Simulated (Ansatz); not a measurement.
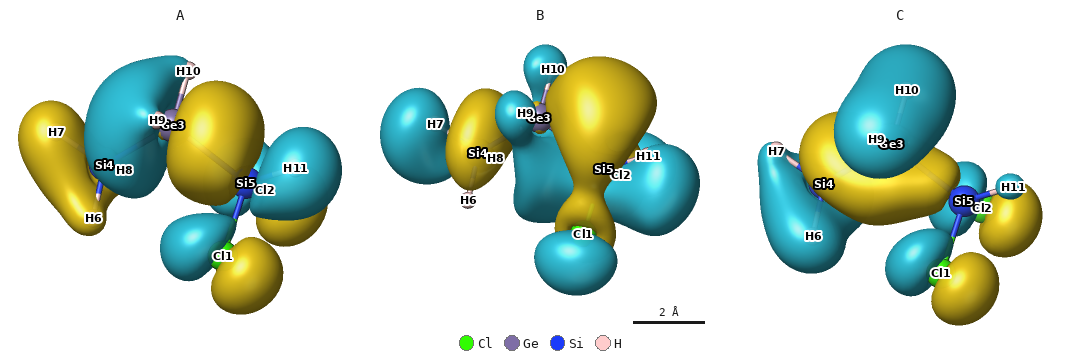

The picture shows: Cl₂GeH₆Si₂ (SMILES [SiH3][GeH2][SiH](Cl)Cl). Three frontier orbitals at ±0.05 Å⁻³ᐟ² (yellow and cyan are the two phases), in no order.

Geometry: PBE0-D4/def2-SVP.

Computed with isolated molecule in a Gaussian basis; Kohn-Sham density functional theory, functional PBE0 (Ansatz 0.2.0).

The calculation's input:

```
crystal:
  periodic: [false, false, false]
  atoms:
    - {symbol: Cl, position_ang: [-3.932985, -0.632220, 0.073788]}
    - {symbol: Cl, position_ang: [-1.696045, -2.558722, -1.540049]}
    - {symbol: Ge, position_ang: [-0.470399, -0.257282, 0.918620]}
    - {symbol: Si, position_ang: [-0.338921, 1.350103, -0.834506]}
    - {symbol: Si, position_ang: [-2.205186, -1.751086, 0.297269]}
    - {symbol: H, position_ang: [-1.654506, 2.045689, -0.947658]}
    - {symbol: H, position_ang: [0.732876, 2.350143, -0.546988]}
    - {symbol: H, position_ang: [-0.032787, 0.642607, -2.112439]}
    - {symbol: H, position_ang: [-0.822709, 0.398010, 2.267332]}
    - {symbol: H, position_ang: [0.846055, -1.042287, 1.071480]}
    - {symbol: H, position_ang: [-2.517671, -2.881158, 1.212773]}
basis:
  gaussian:
    orbitals: def2-SVPD
hamiltonian:
  xc: {name: PBE0}
output:
  forces: true
  orbitals: {seedname: orbitals}
```

Command:

```sh
ansatz run input.yaml --threads 2 --pin off --max-ram 6090MiB --events-out events.jsonl --progress --plain --runs-dir runs
```

Question: Which picture is the HOMO−1, the HOMO and the LUMO?

Answer: C is the HOMO−1 (−8.78 eV). It lies mainly on Ge3 (about 35 %), Si4 (about 25 %), H9 (about 10 %), H10 (about 10 %), Cl1 (about 5 %) and Cl2 (about 5 %). A is the HOMO (−8.06 eV). By Hirshfeld shares it lies mainly on Ge3 (about 30 %), Si5 (about 20 %), Si4 (about 15 %), Cl1 (about 10 %), Cl2 (about 10 %) and H11 (about 5 %). B is the LUMO (−0.69 eV). It lies mainly on Si5 (about 30 %), Ge3 (about 15 %), Si4 (about 15 %), Cl1 (about 10 %) and Cl2 (about 10 %).

Question: What is the HOMO–LUMO gap?

Answer: 7.37 eV between the orbital energies.
